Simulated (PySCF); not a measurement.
# BClH₄O₂Si: electronic excitations and core binding energies

What electronic excitations and core binding energies should BClH₄O₂Si (`OB(O)[SiH2]Cl`) show?

Programs: PySCF 2.14.0, with density-fitted response routines of our own. Each step states its level of theory. These are calculated values for one molecule in the gas phase, unless marked as measured. Atoms are numbered from 0 throughout.

**1. The starting structure**

9 atoms, charge 0, multiplicity 1; geometry from: GFN2-xTB.

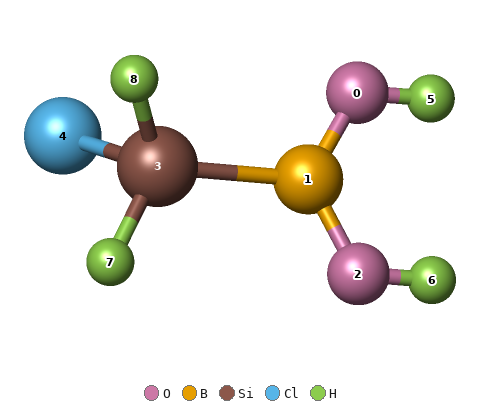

The starting geometry (oxygen pink, boron amber, silicon brown, chlorine blue, hydrogen green), atoms numbered.

**2. Ultraviolet spectrum: PBE0/def2-SVPD**

What the job is given:

```
{"job": {"kind": "uv", "xc": "PBE0", "basis": "def2-SVPD", "nstates": 8, "ntriplets": 3}, "charge": 0, "multiplicity": 1}
O     -1.304943     0.271353     1.043290
B     -0.553784    -0.221841     0.034172
O     -0.975479    -1.220997    -0.774350
Si     1.219686     0.572644    -0.294013
Cl     2.451330     0.261416     1.293664
H     -2.168313    -0.114607     1.211935
H     -1.841186    -1.606434    -0.614082
H      1.957525     0.032242    -1.443281
H      1.228725     2.032218    -0.482516
```

With the program's defaults for keys left out, this is: TDDFT PBE0/def2-SVPD, vertical, gas phase, core orbitals frozen in the response.

Run with:

```console
$ OMP_NUM_THREADS=1 python probes_run.py task.json out
```

One launch serves the whole session: the jobs run in the order shown.

**Question.** This job is followed by: delta-SCF UKS SCAN, pcX-2 on the ionised atom, pcseg-1 elsewhere, spin-free X2C. Predict these results of the whole session: lowest singlet (PBE0/def2-SVPD); brightest single state of those computed; lowest triplet; surface potential, least and greatest; O1s binding energies, SCAN/pcX-2; B1s binding energies, SCAN/pcX-2; Si1s binding energies, SCAN/pcX-2; Si2p binding energies, SCAN/pcX-2; Cl1s binding energies, SCAN/pcX-2; Cl2p binding energies, SCAN/pcX-2.

**Answer**, as computed:

```
                                quantity                        value
         lowest singlet (PBE0/def2-SVPD)  6.12 eV (203 nm), f = 0.013
brightest single state of those computed  state 3, 6.91 eV, f = 0.086
                          lowest triplet                      5.24 eV
   surface potential, least and greatest           -0.97 V and 3.10 V
        O1s binding energies, SCAN/pcX-2                 O0 539.66 eV
        B1s binding energies, SCAN/pcX-2                 B1 197.59 eV
       Si1s binding energies, SCAN/pcX-2               Si3 1846.91 eV
       Si2p binding energies, SCAN/pcX-2                Si3 107.35 eV
       Cl1s binding energies, SCAN/pcX-2               Cl4 2828.20 eV
       Cl2p binding energies, SCAN/pcX-2                Cl4 206.17 eV
```

In words: The first singlet state (HOMO→LUMO 0.98) lies at 6.12 eV and is weak; of the 8 states computed, the strongest absorption comes from state 3 at 6.91 eV. The lowest triplet lies 0.88 eV below the lowest singlet (triplets in Tamm-Dancoff, singlets in full TDDFT). At PBE0/def2-SVPD, counted by nearest atom on the grid, the HOMO lies on Cl4 48 %; B1 20 %, the LUMO on B1 35 %; Si3 19 %.
